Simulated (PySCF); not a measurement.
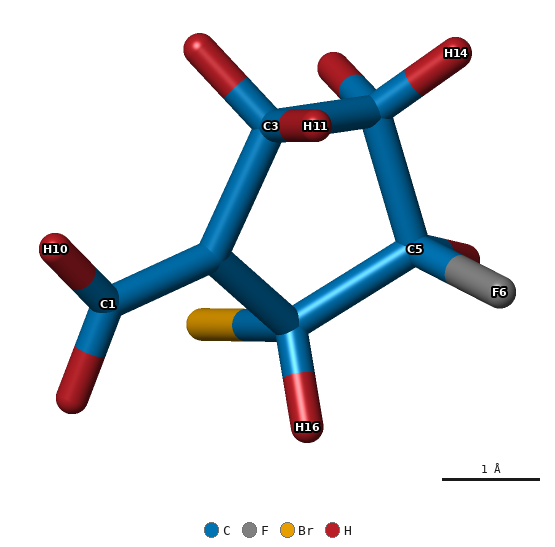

Fig. 1: The structure (stick view, seen at a tilt; atoms are numbered from 1 in the order of the input).

# Run report: C6H8BrF, excited-state calculation

C6H8BrF, computed with TDDFT PBE0/def2-SVPD, vertical, gas phase, core orbitals frozen in the response (PySCF 2.14.0).

The geometry comes from this level: GFN2-xTB.

What the program printed
```
coarse grid: 63488 points
cycle   1  E = -2906.1771353614  dE = -7.580e-02  |g| = 5.103e-01  |ddm| = 7.307e+00
cycle   2  E = -2906.1389527320  dE =  3.818e-02  |g| = 6.984e-01  |ddm| = 1.999e+00
cycle   3  E = -2906.2295949991  dE = -9.064e-02  |g| = 9.201e-02  |ddm| = 1.029e+00
cycle   4  E = -2906.2310628408  dE = -1.468e-03  |g| = 4.099e-02  |ddm| = 2.434e-01
cycle   5  E = -2906.2314576295  dE = -3.948e-04  |g| = 1.235e-02  |ddm| = 1.104e-01
cycle   6  E = -2906.2314901828  dE = -3.255e-05  |g| = 4.606e-03  |ddm| = 2.662e-02
cycle   7  E = -2906.2314951123  dE = -4.930e-06  |g| = 4.597e-04  |ddm| = 8.401e-03
final grid: 134904 points
cycle   8  E = -2906.2315164315  dE = -1.230e-07  |g| = 4.899e-04  |ddm| = 1.676e-02
cycle   9  E = -2906.2315164230  dE =  8.522e-09  |g| = 5.439e-04  |ddm| = 2.684e-03
cycle  10  E = -2906.2315164892  dE = -6.626e-08  |g| = 6.539e-05  |ddm| = 1.235e-03
cycle  11  E = -2906.2315164903  dE = -1.041e-09  |g| = 2.135e-05  |ddm| = 1.437e-04
cycle  12  E = -2906.2315164904  dE = -9.095e-11  |g| = 5.816e-06  |ddm| = 5.534e-05
```

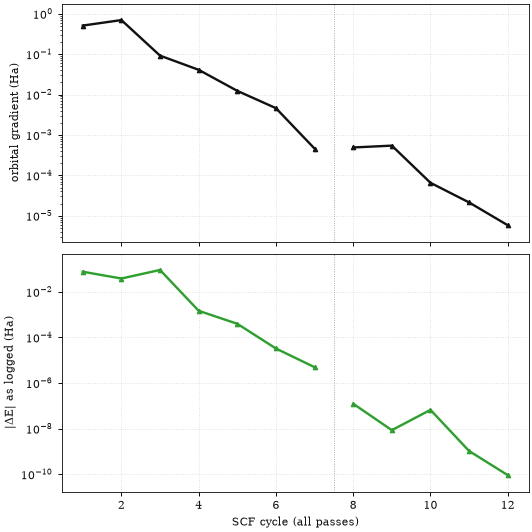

Fig. 2: Convergence of the self-consistent field: orbital gradient and size of the energy change against the SCF cycle. The dotted line marks the change from a coarse to the final integration grid. The first 7 cycles use a coarse grid, the final grid takes over at cycle 8, and the field converges after 12 cycles in all.

```
converged SCF energy = -2906.2315164904

Static polarisability (au): isotropic 90.517, principal 75.296 95.387 100.870

Singlet excitations
state   eV       nm        f      main configurations
  1   5.1847    239.1   0.06063   H->L 0.73, H-2->L 0.24
  2   5.4175    228.9   0.00137   H-1->L 0.97
  3   5.8195    213.0   0.09158   H-2->L 0.73, H->L 0.22
  4   6.8352    181.4   0.08140   H->L+1 0.87
  5   7.0608    175.6   0.00112   H-3->L 0.67, H-4->L 0.21
  6   7.1900    172.4   0.01264   H->L+2 0.74, H-3->L 0.09

Triplet excitations (Tamm-Dancoff, eV): 3.6777 4.8853
```

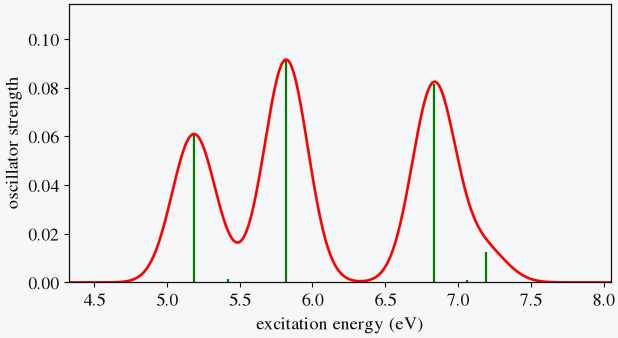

Fig. 3: Computed excitations as sticks (degenerate states added up, dark ones marked on the axis), with a Gaussian envelope of 0.35 eV full width at half maximum, scaled to the tallest. Of the 6 states the lowest lies at 5.18 eV (f = 0.061); the strongest line is at 5.82 eV, or 213 nm (f = 0.092).

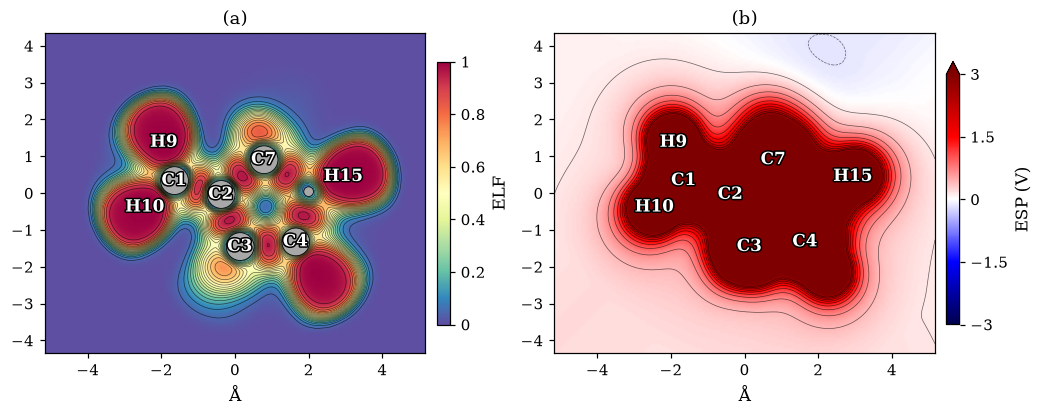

Fig. 4: (a) electron localisation function; (b) electrostatic potential on the plane of atoms C1, C2 and C3. Grey discs, where drawn, cover atomic cores. Atoms in the plane: C and H. C–C (1.32 Å): the ELF peaks at about 0.95 between the atoms (a multiple bond by its length, whose ELF region spreads away from the axis). C–C (1.50 Å): the ELF peaks at about 0.95 between the atoms, which marks a covalent bond. The potential has no marked negative region in this plane.

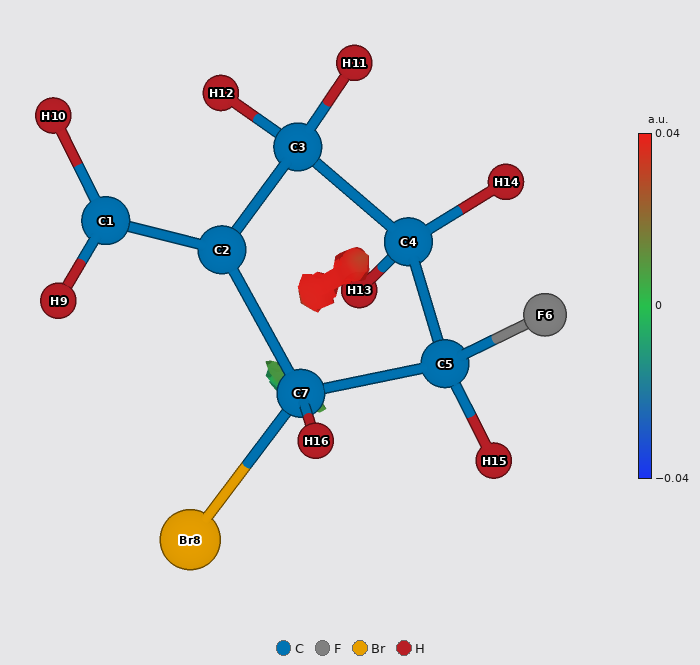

Fig. 5: Non-covalent interaction (NCI) plot: the surface where the reduced density gradient is 0.5, for densities under 0.05 a.u., coloured by sign(λ₂)ρ; seen at a tilt. Between H13 and C4 on one side and Br8 and C7 on the other: a weak, van der Waals-like contact (green); inside the ring or cage of C2, C3, C4, C5 and C7: steric crowding (red).

This output came from the following input.

Input
```
{"job": {"kind": "uv", "xc": "PBE0", "basis": "def2-SVPD", "nstates": 6, "ntriplets": 2}, "charge": 0, "multiplicity": 1}
C      1.890911    -1.104684    -0.574449
C      0.773284    -0.486456    -0.234595
C     -0.528892    -1.135547     0.156456
C     -1.541236     0.012314     0.227485
C     -0.694886     1.229716     0.584830
F     -0.426509     1.240470     1.940061
C      0.616065     1.002705    -0.161636
Br     0.448337     1.765644    -1.972323
H      2.782769    -0.562120    -0.838488
H      1.950004    -2.178307    -0.608956
H     -0.413739    -1.599952     1.138705
H     -0.824668    -1.908874    -0.551592
H     -2.005419     0.183384    -0.744225
H     -2.321747    -0.156470     0.966689
H     -1.172227     2.189790     0.364039
H      1.460353     1.517332     0.296589
```

The first line tells a small driver script what to run in PySCF; the rest is the geometry in Å.

Command:
```bash
OMP_NUM_THREADS=1 python <driver script> task.json out
```

Key numbers

| quantity | value |
| --- | --- |
| outcome | converged |
| total energy | −2906.231516 hartree |
| HOMO | −7.44 eV |
| LUMO | −1.26 eV |
| dipole moment | 1.40 D |
| mean polarisability | 90.52 a.u. |
| lowest singlet excitation | 5.18 eV |
| hardware | 1 CPU thread, shared host |
| wall time | 1.8 min |
| peak memory | 1 GiB |

Remarks

Spin–orbit coupling is left out, which matters for the heavy atoms.
